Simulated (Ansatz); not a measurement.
# Al2Ga: what a guessed cell relaxes into, part 2 of 3

Where does this trial cell of Al2Ga go when cell and atoms are let free?

Ansatz 0.2.0; DFT PBE, scalar-relativistic, plane waves, PAW. Earlier steps stand in the parts before.

**3. Rough relaxation on the coarse mesh**

Contents of input.yaml:

```yaml
crystal:
  lattice:
    - [0.0, 3.64835447, 3.64835447]
    - [3.64835447, 0.0, 3.64835447]
    - [3.64835447, 3.64835447, 0.0]
  atoms:
    - { symbol: Al, position: [0.625, 0.625, 0.625] }
    - { symbol: Al, position: [0.625, 0.625, 0.125] }
    - { symbol: Al, position: [0.625, 0.125, 0.625] }
    - { symbol: Al, position: [0.125, 0.625, 0.625] }
    - { symbol: Ga, position: [0.75, 0.75, 0.75] }
    - { symbol: Ga, position: [0.5, 0.5, 0.5] }
basis:
  ecutwfc: 420
kpoints:
  mp_grid: { grid: [4, 4, 4] }
hamiltonian:
  xc: pbe
scf:
  occupations: { method: gaussian, width: 0.1 }
  lower_state_search: "off"
output:
  forces: true
  stress: true
  eigenvalues: true
relax:
  adjacent_minimum: "off"
  f_tol: 0.04
  max_steps: 70
  cell: { stress_tol: 0.4 }
```

Started as:

```sh
$ ansatz run input.yaml --threads 1 --pin off --max-ram 2048MiB --backend cpu --events-out ev --progress --plain --runs-dir out
```

The log of the run:

```text
Warning: RAYON_NUM_THREADS=1 ignored (pool sized by the plan → 1); use --threads N
Engine: ansatz 0.2.0, aarch64-unknown-linux-gnu
Pseudopotentials: kind: paw
Pseudopotential: Al, paw, valence charge 3, recommended cutoff 420 eV (normal), Al.paw.azcp
Pseudopotential: Ga, paw, valence charge 13, recommended cutoff 420 eV (normal), Ga.paw.azcp
Functional definition: PBE
  parameter kappa = 0.804
  parameter beta = 0.06672455060314922
  exchange = pbe_x(kappa = kappa, mu = beta*pi^2/3)
  correlation = pbe_c(beta = beta)
Crystal: 6 atoms, lattice volume = 97.123 Å³
Basis set: ecut = 420 eV, 1917 PW (Γ), exchange–correlation on 72×72×72 points (8 copies of the dense FFT grid, shifted against one another)
Bands: 25, of which v1, the nominal top of the filled ones, is band 19 counted from 1 (18 counted from 0)
Symmetry: 48 space group operations
Space group: Fd-3m (ITA 227), of the structure as read, at distance tolerance 4.6e-5 Å
k-points: 8 of 64
Non-local potential: Al, projectors of the file, l = 0: 2, l = 1: 2, l = 2: 1
Non-local potential: Ga, projectors of the file, l = 0: 2, l = 1: 2, l = 2: 3, l = 3: 1
PAW form: soft (Blöchl's): semilocal exchange-correlation on the pseudo side does not see the compensation charge
PAW one-centre angular grid: Al, 110 points (default); XC on 64 Gauss nodes
PAW one-centre angular grid: Ga, 590 points (default); XC on 64 Gauss nodes
Initial density: superposition of atomic densities (neutral atoms: chi_scale 0, normalization atom), corrected by the library's trained network
Initial wavefunctions: pseudopotential atomic-orbital guess
Functional: x = pbe(κ = 0.804, μ = 0.2195149727645171), c = pbe(β = 0.06672455060314922)
SCF iter   1: F=—  HF=-9648.267540 eV  |F-HF|=—  |Δ(HF+E_count)|=         —  Δρ=2.91e-2  dr2=4.97e-1  ethr=1.77e-3  ⟨swp⟩=8.4  Hψ=1250  notcnv=0
preconditioner: auto → LDOS  [insulator: Δε(μ)=0.256 eV  Ē_g=17.357 eV  σ=0.100 eV  W_gap=0.57  n_scr=14 (ndim 8)  ℏωp=23.2 eV  f_vac=0.069  D(μ)=1.51/eV (n_scr^D=8)  ε∞_Penn≈2.8  β→1.0]
SCF iter   2: F=—  HF=-9648.362613 eV  |F-HF|=—  |Δ(HF+E_count)|=   9.51e-2  Δρ=1.46e-2  dr2=9.13e-2  ethr=1.31e-3  ⟨swp⟩=2.9  Hψ=471  notcnv=0  defer=9
SCF iter   3: F=—  HF=-9648.295007 eV  |F-HF|=—  |Δ(HF+E_count)|=   6.76e-2  Δρ=8.52e-3  dr2=4.44e-2  ethr=2.40e-4  ⟨swp⟩=2.1  Hψ=384  notcnv=0  defer=9
SCF iter   4: F=—  HF=-9648.267339 eV  |F-HF|=—  |Δ(HF+E_count)|=   2.77e-2  Δρ=3.63e-3  dr2=7.01e-3  ethr=1.17e-4  ⟨swp⟩=2.0  Hψ=382  notcnv=0  defer=9
SCF iter   5: F=—  HF=-9648.261935 eV  |F-HF|=—  |Δ(HF+E_count)|=   5.40e-3  Δρ=5.98e-4  dr2=2.32e-4  ethr=1.84e-5  ⟨swp⟩=2.6  Hψ=343  notcnv=0  defer=9
SCF iter   6: F=—  HF=-9648.261830 eV  |F-HF|=—  |Δ(HF+E_count)|=   1.05e-4  Δρ=5.39e-5  dr2=2.52e-6  ethr=6.10e-7  ⟨swp⟩=2.0  Hψ=342  notcnv=0  defer=9
SCF iter   7: F=—  HF=-9648.261847 eV  |F-HF|=—  |Δ(HF+E_count)|=   1.69e-5  Δρ=3.63e-6  dr2=8.84e-9  ethr=2.63e-10  ⟨swp⟩=10.2  Hψ=1233  notcnv=0
SCF iter   8: F=-9648.261847 eV  HF=-9648.261847 eV  |F-HF|=1.82e-12  |Δ(HF+E_count)|=   4.86e-9  Δρ=4.68e-7  dr2=1.90e-10  ethr=2.33e-11  ⟨swp⟩=2.0  Hψ=625  notcnv=0
SCF 1 converged in 8 iterations: F = -9648.261847 eV  dr2 = 1.90e-10
relax step   1: F+E_penalty+E_count = -9648.26184653 eV  Δ(F+E_penalty+E_count) = +0.000e0 eV  max|allowed force component| = 7.093e-17 eV/Å  Δτ_max = 0.0000 Å  P = +218.262 GPa  Ω = 97.123 Å³  (8 SCF iters, dr2 threshold 1.00e-7 eV, accepted)
Crystal: 6 atoms, lattice volume = 112.031 Å³
Basis set: ecut = 420 eV, 2133 PW (Γ), exchange–correlation on 72×72×72 points (8 copies of the dense FFT grid, shifted against one another)
Initial density: handed on by an earlier stage of this run
Initial wavefunctions: those handed on with the density
iter 1 solved again at ethr=6.14e-4 eV; its pass at ethr=3.10e-3 eV (dr2=2.33e-1 eV) is discarded
SCF iter   1: F=—  HF=-9665.200107 eV  |F-HF|=—  |Δ(HF+E_count)|=         —  Δρ=1.27e-2  dr2=2.31e-1  ethr=6.14e-4  ⟨swp⟩=1.0  Hψ=1354  notcnv=0
preconditioner: auto → LDOS  [insulator: Δε(μ)=0.269 eV  Ē_g=16.206 eV  σ=0.100 eV  W_gap=0.63  n_scr=14 (ndim 8)  ℏωp=21.6 eV  f_vac=0.152  D(μ)=1.79/eV (n_scr^D=14)  ε∞_Penn≈2.8  β→1.0]
SCF iter   2: F=—  HF=-9665.114436 eV  |F-HF|=—  |Δ(HF+E_count)|=   8.57e-2  Δρ=3.41e-3  dr2=9.71e-3  ethr=6.09e-4  ⟨swp⟩=2.0  Hψ=400  notcnv=0
SCF iter   3: F=—  HF=-9665.123153 eV  |F-HF|=—  |Δ(HF+E_count)|=   8.72e-3  Δρ=3.45e-3  dr2=1.05e-2  ethr=2.56e-5  ⟨swp⟩=3.2  Hψ=484  notcnv=0
SCF iter   4: F=—  HF=-9665.117024 eV  |F-HF|=—  |Δ(HF+E_count)|=   6.13e-3  Δρ=8.11e-4  dr2=6.50e-4  ethr=2.56e-5  ⟨swp⟩=2.0  Hψ=391  notcnv=0
SCF iter   5: F=—  HF=-9665.116868 eV  |F-HF|=—  |Δ(HF+E_count)|=   1.56e-4  Δρ=2.26e-4  dr2=6.22e-5  ethr=1.71e-6  ⟨swp⟩=2.0  Hψ=346  notcnv=0
SCF iter   6: F=—  HF=-9665.117180 eV  |F-HF|=—  |Δ(HF+E_count)|=   3.12e-4  Δρ=7.42e-5  dr2=6.04e-6  ethr=1.64e-7  ⟨swp⟩=2.8  Hψ=353  notcnv=0
SCF iter   7: F=-9665.117180 eV  HF=-9665.117180 eV  |F-HF|=7.23e-8  |Δ(HF+E_count)|=   7.00e-7  Δρ=7.65e-6  dr2=6.11e-8  ethr=1.58e-9  ⟨swp⟩=4.5  Hψ=1075  notcnv=0
SCF 2 converged in 7 iterations: F = -9665.117180 eV  dr2 = 6.11e-8
relax step   2: F+E_penalty+E_count = -9665.11717967 eV  Δ(F+E_penalty+E_count) = -1.686e1 eV  max|allowed force component| = 1.033e-16 eV/Å  Δτ_max = 0.0000 Å  P = +149.542 GPa  Ω = 112.031 Å³  energy of the carried Pulay correction = -9.122e-3 eV  (7 SCF iters, dr2 threshold 6.00e-7 eV, accepted)
Crystal: 6 atoms, lattice volume = 128.391 Å³
Basis set: ecut = 420 eV, 2565 PW (Γ), exchange–correlation on 72×72×72 points (8 copies of the dense FFT grid, shifted against one another)
iter 1 solved again at ethr=5.97e-4 eV; its pass at ethr=3.10e-3 eV (dr2=2.27e-1 eV) is discarded
SCF iter   1: F=—  HF=-9677.846428 eV  |F-HF|=—  |Δ(HF+E_count)|=         —  Δρ=1.19e-2  dr2=2.23e-1  ethr=5.97e-4  ⟨swp⟩=1.0  Hψ=1407  notcnv=0
preconditioner: auto → LDOS  [insulator: Δε(μ)=0.259 eV  Ē_g=15.329 eV  σ=0.100 eV  W_gap=0.58  n_scr=26 (ndim 8)  ℏωp=20.2 eV  f_vac=0.175  D(μ)=1.54/eV (n_scr^D=8)  ε∞_Penn≈2.7  β→1.0]
SCF iter   2: F=—  HF=-9677.757742 eV  |F-HF|=—  |Δ(HF+E_count)|=   8.87e-2  Δρ=4.39e-3  dr2=1.36e-2  ethr=5.88e-4  ⟨swp⟩=3.0  Hψ=400  notcnv=0
SCF iter   3: F=—  HF=-9677.760652 eV  |F-HF|=—  |Δ(HF+E_count)|=   2.91e-3  Δρ=1.06e-3  dr2=2.31e-3  ethr=3.57e-5  ⟨swp⟩=2.9  Hψ=358  notcnv=0
SCF iter   4: F=—  HF=-9677.760866 eV  |F-HF|=—  |Δ(HF+E_count)|=   2.14e-4  Δρ=9.52e-4  dr2=8.02e-4  ethr=6.08e-6  ⟨swp⟩=2.0  Hψ=353  notcnv=0
SCF iter   5: F=—  HF=-9677.760371 eV  |F-HF|=—  |Δ(HF+E_count)|=   4.96e-4  Δρ=1.04e-4  dr2=8.97e-6  ethr=2.11e-6  ⟨swp⟩=2.0  Hψ=361  notcnv=0
SCF iter   6: F=—  HF=-9677.760962 eV  |F-HF|=—  |Δ(HF+E_count)|=   5.91e-4  Δρ=2.99e-5  dr2=1.35e-6  ethr=2.36e-8  ⟨swp⟩=2.0  Hψ=354  notcnv=0
SCF iter   7: F=-9677.760964 eV  HF=-9677.760964 eV  |F-HF|=4.37e-8  |Δ(HF+E_count)|=   1.95e-6  Δρ=7.88e-6  dr2=5.45e-8  ethr=1.58e-9  ⟨swp⟩=7.9  Hψ=1067  notcnv=0
SCF 3 converged in 7 iterations: F = -9677.760964 eV  dr2 = 5.45e-8
relax step   3: F+E_penalty+E_count = -9677.76096405 eV  Δ(F+E_penalty+E_count) = -1.264e1 eV  max|allowed force component| = 1.187e-16 eV/Å  Δτ_max = 0.0000 Å  P = +101.832 GPa  Ω = 128.391 Å³  energy of the carried Pulay correction = -1.776e-2 eV  (7 SCF iters, dr2 threshold 6.00e-7 eV, accepted)
[... from here on, the SCF cycles and remarks between the steps are left out ...]
relax step   4: F+E_penalty+E_count = -9687.30558230 eV  Δ(F+E_penalty+E_count) = -9.545e0 eV  max|allowed force component| = 6.939e-17 eV/Å  Δτ_max = 0.0000 Å  P = +67.350 GPa  Ω = 146.750 Å³  energy of the carried Pulay correction = -2.610e-2 eV  (8 SCF iters, dr2 threshold 6.00e-7 eV, accepted)
relax step   5: F+E_penalty+E_count = -9693.97872681 eV  Δ(F+E_penalty+E_count) = -6.673e0 eV  max|allowed force component| = 1.349e-16 eV/Å  Δτ_max = 0.0000 Å  P = +42.348 GPa  Ω = 166.535 Å³  energy of the carried Pulay correction = -3.383e-2 eV  (7 SCF iters, dr2 threshold 6.00e-7 eV, accepted)
relax step   6: F+E_penalty+E_count = -9698.30293010 eV  Δ(F+E_penalty+E_count) = -4.324e0 eV  max|allowed force component| = 7.864e-17 eV/Å  Δτ_max = 0.0000 Å  P = +22.368 GPa  Ω = 188.290 Å³  energy of the carried Pulay correction = -4.115e-2 eV  (7 SCF iters, dr2 threshold 6.00e-7 eV, accepted)
relax step   7: F+E_penalty+E_count = -9700.25005284 eV  Δ(F+E_penalty+E_count) = -1.947e0 eV  max|allowed force component| = 7.633e-17 eV/Å  Δτ_max = 0.0000 Å  P = +5.968 GPa  Ω = 210.805 Å³  energy of the carried Pulay correction = -4.769e-2 eV  (7 SCF iters, dr2 threshold 6.00e-7 eV, accepted)
relax step   8: F+E_penalty+E_count = -9700.41899145 eV  Δ(F+E_penalty+E_count) = -1.689e-1 eV  max|allowed force component| = 4.240e-17 eV/Å  Δτ_max = 0.0000 Å  P = -0.160 GPa  Ω = 220.382 Å³  energy of the carried Pulay correction = -5.022e-2 eV  (7 SCF iters, dr2 threshold 6.00e-7 eV, accepted)
relax step   9: F+E_penalty+E_count = -9704.42407672 eV  Δ(F+E_penalty+E_count) = -4.005e0 eV  max|allowed force component| = 4.780e-17 eV/Å  Δτ_max = 0.0000 Å  P = +17.042 GPa  Ω = 220.382 Å³  stress off target by 1.70e1 GPa  SCF on the basis re-selected at this cell (its energy is not comparable with the rows above)  (9 SCF iters)
relax step  10: F+E_penalty+E_count = -9706.57454109 eV  Δ(F+E_penalty+E_count) = -2.150e0 eV  max|allowed force component| = 1.041e-16 eV/Å  Δτ_max = 0.0000 Å  P = +10.587 GPa  Ω = 245.831 Å³  energy of the carried Pulay correction = -6.536e-3 eV  (7 SCF iters, dr2 threshold 6.00e-7 eV, accepted)
relax step  11: F+E_penalty+E_count = -9707.94204301 eV  Δ(F+E_penalty+E_count) = -1.368e0 eV  max|allowed force component| = 4.086e-17 eV/Å  Δτ_max = 0.0000 Å  P = +6.109 GPa  Ω = 272.744 Å³  energy of the carried Pulay correction = -1.516e-2 eV  (7 SCF iters, dr2 threshold 6.00e-7 eV, accepted)
relax step  12: F+E_penalty+E_count = -9708.73662959 eV  Δ(F+E_penalty+E_count) = -7.946e-1 eV  max|allowed force component| = 7.401e-17 eV/Å  Δτ_max = 0.0000 Å  P = +2.900 GPa  Ω = 302.005 Å³  energy of the carried Pulay correction = -2.306e-2 eV  (7 SCF iters, dr2 threshold 6.00e-7 eV, accepted)
relax step  13: F+E_penalty+E_count = -9709.05621129 eV  Δ(F+E_penalty+E_count) = -3.196e-1 eV  max|allowed force component| = 1.056e-16 eV/Å  Δτ_max = 0.0000 Å  P = +0.577 GPa  Ω = 333.288 Å³  energy of the carried Pulay correction = -3.020e-2 eV  (7 SCF iters, dr2 threshold 6.00e-7 eV, accepted)
relax step  14: F+E_penalty+E_count = -9709.07103646 eV  Δ(F+E_penalty+E_count) = -1.483e-2 eV  max|allowed force component| = 7.556e-17 eV/Å  Δτ_max = 0.0000 Å  P = +0.035 GPa  Ω = 342.077 Å³  energy of the carried Pulay correction = -3.201e-2 eV  (6 SCF iters, dr2 threshold 6.00e-7 eV, accepted)
relax step  15: F+E_penalty+E_count = -9709.26146497 eV  Δ(F+E_penalty+E_count) = -1.904e-1 eV  max|allowed force component| = 7.093e-17 eV/Å  Δτ_max = 0.0000 Å  P = +0.797 GPa  Ω = 342.077 Å³  stress off target by 7.97e-1 GPa  SCF on the basis re-selected at this cell (its energy is not comparable with the rows above)  (8 SCF iters)
relax step  16: F+E_penalty+E_count = -9709.30483337 eV  Δ(F+E_penalty+E_count) = -4.337e-2 eV  max|allowed force component| = 1.103e-16 eV/Å  Δτ_max = 0.0000 Å  P = +0.289 GPa  Ω = 355.540 Å³  energy of the carried Pulay correction = -1.388e-3 eV  (7 SCF iters, dr2 threshold 6.00e-7 eV, accepted)
iter 1 solved again at ethr=1.43e-6 eV; its pass at ethr=3.10e-3 eV (dr2=5.43e-4 eV) is discarded
SCF iter   1: F=—  HF=-9709.292649 eV  |F-HF|=—  |Δ(HF+E_count)|=         —  Δρ=2.44e-4  dr2=2.12e-4  ethr=1.43e-6  ⟨swp⟩=3.0  Hψ=1419  notcnv=0
preconditioner: auto → LDOS  [metal: Δε(μ)=0.055 eV  Ē_g=4.999 eV  σ=0.100 eV  W_gap=0.30  n_scr=50 (ndim 8)  ℏωp=8.4 eV  f_vac=0.336  D(μ)=11.42/eV (n_scr^D=64)  β→1.0]
SCF iter   2: F=—  HF=-9709.305995 eV  |F-HF|=—  |Δ(HF+E_count)|=   1.33e-2  Δρ=3.93e-5  dr2=3.23e-5  ethr=5.59e-7  ⟨swp⟩=3.6  Hψ=321  notcnv=0
SCF iter   3: F=—  HF=-9709.305934 eV  |F-HF|=—  |Δ(HF+E_count)|=   6.13e-5  Δρ=2.88e-5  dr2=1.59e-5  ethr=8.49e-8  ⟨swp⟩=3.0  Hψ=399  notcnv=0
SCF iter   4: F=—  HF=-9709.305853 eV  |F-HF|=—  |Δ(HF+E_count)|=   8.11e-5  Δρ=2.49e-5  dr2=1.15e-5  ethr=4.19e-8  ⟨swp⟩=2.8  Hψ=322  notcnv=0
SCF iter   5: F=—  HF=-9709.306077 eV  |F-HF|=—  |Δ(HF+E_count)|=   2.24e-4  Δρ=1.21e-5  dr2=3.13e-6  ethr=3.04e-8  ⟨swp⟩=2.0  Hψ=254  notcnv=0
SCF iter   6: F=—  HF=-9709.306102 eV  |F-HF|=—  |Δ(HF+E_count)|=   2.50e-5  Δρ=5.61e-6  dr2=7.50e-7  ethr=8.25e-9  ⟨swp⟩=2.0  Hψ=252  notcnv=0
SCF iter   7: F=—  HF=-9709.306104 eV  |F-HF|=—  |Δ(HF+E_count)|=   1.42e-6  Δρ=1.91e-6  dr2=8.64e-8  ethr=1.97e-9  ⟨swp⟩=2.1  Hψ=265  notcnv=0
SCF iter   8: F=—  HF=-9709.306104 eV  |F-HF|=—  |Δ(HF+E_count)|=   2.43e-7  Δρ=4.31e-7  dr2=4.05e-9  ethr=2.27e-10  ⟨swp⟩=2.8  Hψ=284  notcnv=0
SCF iter   9: F=-9709.306104 eV  HF=-9709.306104 eV  |F-HF|=1.84e-10  |Δ(HF+E_count)|=   1.76e-8  Δρ=7.17e-8  dr2=1.26e-10  ethr=1.01e-11  ⟨swp⟩=6.4  Hψ=760  notcnv=0
SCF 17 converged in 9 iterations: F = -9709.306104 eV  dr2 = 1.26e-10
relax step  17: F+E_penalty+E_count = -9709.30610400 eV  Δ(F+E_penalty+E_count) = -1.271e-3 eV  max|allowed force component| = 1.033e-16 eV/Å  Δτ_max = 0.0000 Å  P = +0.287 GPa  Ω = 355.540 Å³  stress off target by 2.87e-1 GPa  SCF on the basis re-selected at this cell (its energy is not comparable with the rows above)  (9 SCF iters)
basis re-selected at this cell: Δ(F+E_penalty+E_count) = -1.271e-3 eV, ΔP = -0.002 GPa vs the last step (what re-selecting the basis moved, of the pressure what is left beyond the Pulay correction that the steps carried, after the strain that the cell walked since its last selection, with what the two solves' SCF thresholds leave and, on support functions, any second-order correction that the steps lacked; it is no measure of the basis error at this ecutwfc). This SCF's stress stands 2.87e-1 GPa from its target on what of the cell is left free (relax.cell.stress_tol is 4.00e-1 GPa) and its largest allowed force component is 1.03e-16 eV/Å (relax.f_tol is 4.00e-2 eV/Å): within both
SCF converged after 9 iterations
Free energy (F): -9709.306104 eV
Harris-Foulkes:  -9709.306104 eV  (|F-HF|=1.84e-10)
Internal energy: -9709.246631 eV  (E = F + TS)
E sigma→0 (E₀):  -9709.276367 eV
Entropy (-TS):   -0.059473 eV (-9.912 meV/atom)
Fermi energy:    0.384480 eV
--- Per-component energies (eV) ---
  E_band       = -362.940066
  E_kinetic    = 305.555242
  E_local      = -6761.136260  (includes V_loc(G=0)·N_el)
  E_nonlocal   = 887.844369
  E_hartree    = 3122.661876
  E_xc         = -286.706331
  E_vxc        = -217.248381  (∫ρ·V_xc dr)
  E_paw        = -5838.761844  (= ΣΔE_a)
  E_vpaw       = -823.279034  (= ΣTr[D̂ρ^β])
  E_aug_tail   = -0.000230  (compensation charges beyond the density's cutoff)
  E_ewald      = -1138.703451
  E_smearing   = -0.059473  (= −TS)
  E_closure    = 0.000000  (closes the sum)
  Σ components = -9709.306104   (vs F -9709.306104, Δ=0.00e0)
--- Forces (eV/Å), atoms counted from 1 ---
  atom   1  Al    -0.00000000    -0.00000000     0.00000000
  atom   2  Al     0.00000000    -0.00000000     0.00000000
  atom   3  Al    -0.00000000     0.00000000    -0.00000000
  atom   4  Al    -0.00000000     0.00000000     0.00000000
  atom   5  Ga     0.00000000     0.00000000     0.00000000
  atom   6  Ga    -0.00000000    -0.00000000    -0.00000000
  max |Σ_I F_I| component: 1.85e-17 eV/Å
--- Stress (GPa, compression-positive) ---
        0.286716       0.000000      -0.000000
        0.000000       0.286716       0.000000
        0.000000       0.000000       0.286716
  P = ⅓ Tr σ = 0.2867 GPa (2.867 kbar)
--- Band table (eV; the first three rows and the last of 8) ---
  k-point 0: bands = ["-14.8143", "-14.8143", "-14.8143", "-14.8042", "-14.8042", "-14.8042", "-14.7595", "-14.7595", "-14.7579", "-14.7579", "-8.2732", "-6.8489", "-4.5076", "-4.5076", "-4.5076", "-1.9429", "-1.9429", "-1.9429", "0.2450", "0.4227", "0.4227", "2.1653", "2.1653", "2.1653", "3.0649"]
  k-point 1: bands = ["-14.8144", "-14.8144", "-14.8134", "-14.8052", "-14.8042", "-14.8042", "-14.7593", "-14.7593", "-14.7581", "-14.7581", "-8.1724", "-7.0971", "-4.5368", "-4.5368", "-4.2086", "-2.0737", "-1.8109", "-1.8109", "0.4711", "0.4711", "0.5053", "1.4276", "1.7280", "1.7280", "2.6433"]
  k-point 2: bands = ["-14.8145", "-14.8145", "-14.8121", "-14.8066", "-14.8041", "-14.8041", "-14.7591", "-14.7591", "-14.7583", "-14.7583", "-8.0218", "-7.3702", "-4.5644", "-4.5644", "-3.9102", "-2.1830", "-1.6716", "-1.6716", "0.3691", "0.7834", "0.7834", "0.9591", "0.9591", "1.4370", "2.5882"]
  k-point 7: bands = ["-14.8146", "-14.8146", "-14.8094", "-14.8094", "-14.8040", "-14.8040", "-14.7587", "-14.7587", "-14.7587", "-14.7587", "-7.7304", "-7.7304", "-4.6307", "-4.6307", "-3.0986", "-3.0986", "-1.3571", "-1.3571", "0.3010", "0.3010", "0.7824", "0.7824", "1.7668", "1.7668", "1.8792"]
--- Relaxed structure (14 steps of the walk, 14 accepted, 3 SCFs on fresh bases) ---
  F+E_penalty+E_count = -9709.30610400 eV   max|allowed force component| = 1.033e-16 eV/Å   (the final SCF, on the basis selected at the relaxed cell)
  cell:  # Å, volume = 355.5396 Å³
    - [1.024249895042324e-33, 5.622800315826857, 5.622800315826857]
    - [5.622800315826857, 2.5974450077142437e-33, 5.622800315826857]
    - [5.622800315826857, 5.622800315826857, 4.356543088125728e-33]
  atoms:
    - { symbol: Al, position: [0.625, 0.625, 0.625] }
    - { symbol: Al, position: [0.625, 0.625, 0.12499999999999989] }
    - { symbol: Al, position: [0.625, 0.12499999999999989, 0.625] }
    - { symbol: Al, position: [0.12499999999999989, 0.625, 0.625] }
    - { symbol: Ga, position: [0.7499999999999999, 0.7499999999999999, 0.7499999999999999] }
    - { symbol: Ga, position: [0.49999999999999994, 0.49999999999999994, 0.49999999999999994] }
```

Wall time 53 s (1 thread of Arm Neoverse V1, shared host); peak memory 0.51 GiB.

Step by step:

| step | energy from step 1 (eV/cell) | largest force component (eV/Å) | pressure (GPa) | volume (Å³) |
| --- | --- | --- | --- | --- |
| 1 | 0.0000 | 0.0000 | 218.26 | 97.12 |
| 2 | -16.8553 | 0.0000 | 149.54 | 112.03 |
| 3 | -29.4991 | 0.0000 | 101.83 | 128.39 |
| 4 | -39.0437 | 0.0000 | 67.35 | 146.75 |
| 5 | -45.7169 | 0.0000 | 42.35 | 166.54 |
| 6 | -50.0411 | 0.0000 | 22.37 | 188.29 |
| 7 | -51.9882 | 0.0000 | 5.97 | 210.80 |
| 8 | -52.1571 | 0.0000 | -0.16 | 220.38 |
| 9 | -56.1622 | 0.0000 | 17.04 | 220.38 |
| 10 | -58.3127 | 0.0000 | 10.59 | 245.83 |
| 11 | -59.6802 | 0.0000 | 6.11 | 272.74 |
| 12 | -60.4748 | 0.0000 | 2.90 | 302.01 |
| 13 | -60.7944 | 0.0000 | 0.58 | 333.29 |
| 14 | -60.8092 | 0.0000 | 0.04 | 342.08 |
| 15 | -60.9996 | 0.0000 | 0.80 | 342.08 |
| 16 | -61.0430 | 0.0000 | 0.29 | 355.54 |
| 17 | -61.0443 | 0.0000 | 0.29 | 355.54 |

Step 1 is the start. Steps 9, 15, 17 each repeat the geometry before them on a plane-wave basis chosen anew, so the energy can jump there without any move.

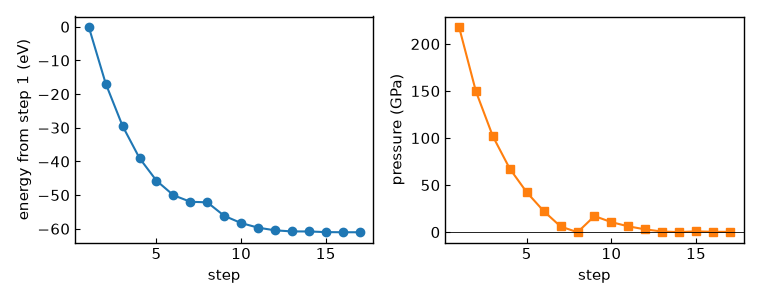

Energy and pressure along the relaxation.

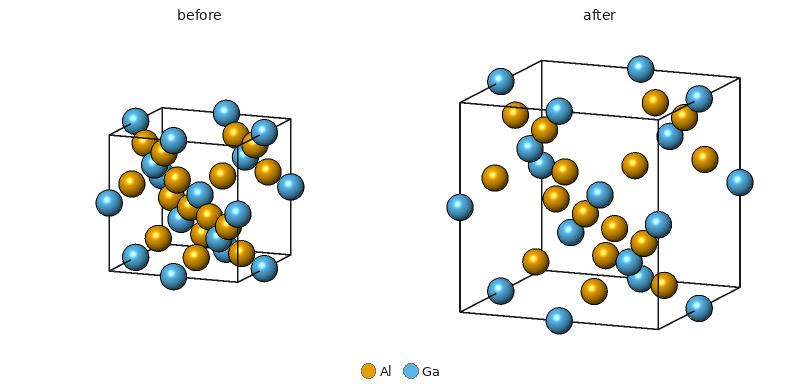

The structure before (left) and after (right) the relaxation, drawn at the same scale.

Lengths and angles in the start's conventional setting:

|  | before | after | change |
| --- | --- | --- | --- |
| a (Å) | 7.297 | 11.246 | +54.1 % |
| b (Å) | 7.297 | 11.246 | +54.1 % |
| c (Å) | 7.297 | 11.246 | +54.1 % |
| volume (Å³/atom) | 16.19 | 59.26 | +266.1 % |
| shortest distance (Å) | 1.580 | 2.435 | +54.1 % |
| space group (0.01 Å) | Fd-3m | Fd-3m | same |

Forces and stress were held to the start's 48 operations: a distortion of lower symmetry was not tested.

[end of part 2 of 3]
